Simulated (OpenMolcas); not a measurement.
# One shape, several levels: singlet AlNH2Cl−

Aim: a comparison of 6 runs (B3LYP/6-31G*, BHLYP/aug-cc-pVDZ, BLYP/aug-cc-pVDZ, M06-L/aug-cc-pVDZ, PBE/aug-cc-pVDZ, r2SCAN/aug-cc-pVDZ) of singlet AlNH2Cl−. 

The results are computed with OpenMolcas 26.06.

1 further run of the same task is left out (set aside as unsound or not needed).

**1. The molecule**

AlNH2Cl− has 5 atoms, charge -1, and is taken as a singlet. As SMILES of the parent species, `[NH2][Al][Cl]`. The coordinates come from a PBE0-D4/def2-TZVP relaxation. This is one conformer, not always the lowest. That shape belongs to the parent species and isn't relaxed for this state.

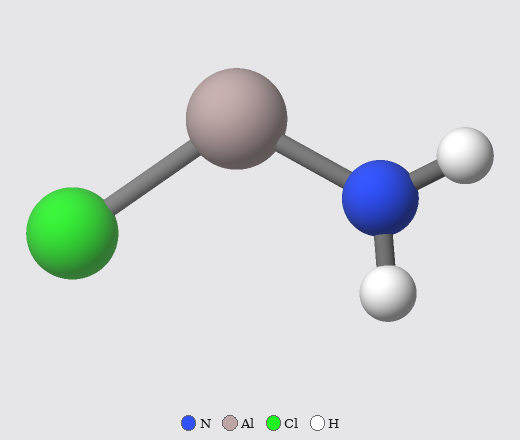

The structure, seen from a chosen angle (nitrogen blue, aluminium light grey, chlorine green, hydrogen white).

**2. A single-point energy at B3LYP/6-31G(d) (spherical functions) (run 1)**

Contents of job.input:

```
* AlClH2N Kohn-Sham DFT
&gateway
baslib
$CurrDir
coord
5
angstrom
N       -0.549400       0.461700      -0.232000
Al       0.402600      -0.291600       1.049100
Cl       1.907000      -1.649700       0.440800
H       -1.293600       1.123300      -0.083500
H       -0.416600       0.282700      -1.215900
basis
6-31Gs
group
NoSym
&seward
gridinput
Grid=UltraFine
End of Grid
&scf
charge
-1
ksdft
B3LYP
thresholds
1e-10 1e-07 1e-07 1e-05
prorbitals
1 2
```

The basis set 6-31G* is read from a file made from the Basis Set Exchange's data (not shown).

Started as:

```
$ export MOLCAS_MEM=1860
$ pymolcas job.input > job.log
```

Output:

```text
--- Start Module: gateway ---
[...]
--- Stop Module: gateway /rc=_RC_ALL_IS_WELL_ ---
--- Start Module: seward ---
[...]
      Basis functions           54
--- Stop Module: seward /rc=_RC_ALL_IS_WELL_ ---
[...]
--- Start Module: scf ---
[...]
       Convergence after  17 Iterations
[...]
::    Total KS-DFT energy                            -758.6733263891
[...]
      Total spin, S                                     0.0000000000
[...]
      Total electronic charge=   40.000000
      Total            charge=   -1.000000
[...]
      Dipole Moment (debye):
      Origin of the operator (angstrom)=    0.8738   -0.7397    0.5023
                   X=  2.7032E-01               Y= -5.2149E-01               Z= -4.4613E+00           Total=  4.4998E+00
      Center of Charge (angstrom)
[...]
--- Stop Module: scf /rc=_RC_ALL_IS_WELL_ ---
[...]
```

Wall time 15 s (1 thread of Intel Xeon Platinum 8259CL at 2.50GHz (Skylake/Cascade Lake), shared host); peak memory 0.39 GiB.

**3. The energy at BHLYP/aug-cc-pVDZ (run 2)**

Contents of job.inp:

```
* AlClH2N Kohn-Sham DFT
&GATEWAY
BasLib = $CurrDir
Coord
5
angstrom
N       -0.549400       0.461700      -0.232000
Al       0.402600      -0.291600       1.049100
Cl       1.907000      -1.649700       0.440800
H       -1.293600       1.123300      -0.083500
H       -0.416600       0.282700      -1.215900
Basis = aug-cc-pVDZ
Group = NoSym
&SEWARD
GridInput
Grid=UltraFine
End of Grid
&SCF
Charge = -1
KSDFT = HYB_GGA_XC_BHANDHLYP
Thresholds = 1e-10 1e-07 1e-07 1e-05
PrOrbitals = 1
```

The basis set aug-cc-pVDZ is read from a file made from the Basis Set Exchange's data (not shown).

Started as:

```
$ export MOLCAS_MEM=1860
$ pymolcas job.inp > job.log
```

Output:

```text
--- Start Module: gateway ---
[...]
--- Stop Module: gateway /rc=_RC_ALL_IS_WELL_ ---
--- Start Module: seward ---
[...]
      Basis functions           95
--- Stop Module: seward /rc=_RC_ALL_IS_WELL_ ---
[...]
--- Start Module: scf ---
[...]
       Convergence after  18 Iterations
[...]
::    Total KS-DFT energy                            -758.6768248256
[...]
      Total spin, S                                     0.0000000000
[...]
      Total electronic charge=   40.000000
      Total            charge=   -1.000000
[...]
      Dipole Moment (debye):
      Origin of the operator (angstrom)=    0.8738   -0.7397    0.5023
                   X=  8.7326E-01               Y= -1.0338E+00               Z= -4.2047E+00           Total=  4.4171E+00
      Center of Charge (angstrom)
[...]
--- Stop Module: scf /rc=_RC_ALL_IS_WELL_ ---
[...]
```

It took 42 s on 1 thread of Intel Xeon Platinum 8259CL at 2.50GHz (Skylake/Cascade Lake), shared host; peak memory 0.53 GiB.

Runs 3 to 5 aren't shown in full; the table further down has their settings and results.

**4. A single-point energy at r2SCAN/aug-cc-pVDZ (run 6)**

Contents of calc.inp:

```
>>> EXPORT MOLCAS_PRINT=2

&GATEWAY
 BasLib=$CurrDir
 Coord
 5
 angstrom
 N       -0.549400       0.461700      -0.232000
 Al       0.402600      -0.291600       1.049100
 Cl       1.907000      -1.649700       0.440800
 H       -1.293600       1.123300      -0.083500
 H       -0.416600       0.282700      -1.215900
 Basis=aug-cc-pVDZ
 Group=NoSym

&SEWARD
 GridInput
 Grid=UltraFine
 End of Grid

&SCF
 Charge=-1
 KSDFT=2
 1.0 MGGA_X_R2SCAN
 1.0 MGGA_C_R2SCAN
 Thresholds=1e-10 1e-07 1e-07 1e-05
 PrOrbitals=1 2
```

The basis set aug-cc-pVDZ is read from a file made from the Basis Set Exchange's data (not shown).

Started as:

```
$ export MOLCAS_MEM=1860
$ pymolcas calc.inp > calc.log
```

Output:

```text
--- Start Module: gateway ---
[...]
--- Stop Module: gateway /rc=_RC_ALL_IS_WELL_ ---
--- Start Module: seward ---
[...]
      Basis functions           95
--- Stop Module: seward /rc=_RC_ALL_IS_WELL_ ---
[...]
--- Start Module: scf ---
[...]
       Convergence after  21 Iterations
[...]
::    Total KS-DFT energy                            -758.6179360020
[...]
      Total spin, S                                     0.0000000000
[...]
      Total electronic charge=   40.000000
      Total            charge=   -1.000000
[...]
      Dipole Moment (debye):
      Origin of the operator (angstrom)=    0.8738   -0.7397    0.5023
                   X=  1.1011E+00               Y= -1.2439E+00               Z= -4.3672E+00           Total=  4.6724E+00
      Center of Charge (angstrom)
[...]
--- Stop Module: scf /rc=_RC_ALL_IS_WELL_ ---
[...]
```

Run time: 67 s. Hardware: 1 thread of Intel Xeon Platinum 8259CL at 2.50GHz (Skylake/Cascade Lake), shared host; peak memory 0.52 GiB.

**5. The series**

| run | level | energy (Eh) | HOMO energy (eV) | LUMO energy (eV) | HOMO–LUMO gap (eV) | wall time |
| --- | --- | --- | --- | --- | --- | --- |
| 1 | B3LYP/6-31G* (spherical functions) | -758.673326 | 1.29 | 4.91 | 3.62 | 15 s |
| 2 | BHLYP/aug-cc-pVDZ | -758.676825 | -0.28 | 3.03 | 3.31 | 42 s |
| 3 | BLYP/aug-cc-pVDZ | -758.686139 | 1.01 | 2.47 | 1.46 | 46 s |
| 4 | M06-L/aug-cc-pVDZ | -758.685158 | 1.17 | 3.04 | 1.87 | 76 s |
| 5 | PBE/aug-cc-pVDZ | -758.315297 | 0.92 | 2.44 | 1.52 | 51 s |
| 6 | r2SCAN/aug-cc-pVDZ | -758.617936 | 0.93 | 2.83 | 1.90 | 67 s |

**6. Summary of results**

```
                                                    quantity          value
                                         run 6: total energy  -758.61794 Eh
                                          run 6: HOMO energy        0.93 eV
                                          run 6: LUMO energy        2.83 eV
run 6: HOMO–LUMO gap (to an unbound level, set by the basis)        1.90 eV
```

In words: The HOMO–LUMO gap runs from 1.46 eV (BLYP/aug-cc-pVDZ) to 3.62 eV (B3LYP/6-31G*). The two ends differ in method and basis. The empty levels of an anion lie above zero and hang on the basis. Totals of different functionals can't be ranked against each other. In runs 1, 3, 4, 5, 6 the HOMO lies above zero, so the outermost electron may be held by the basis alone. All runs together took 4.9 min, the longest 76 s.
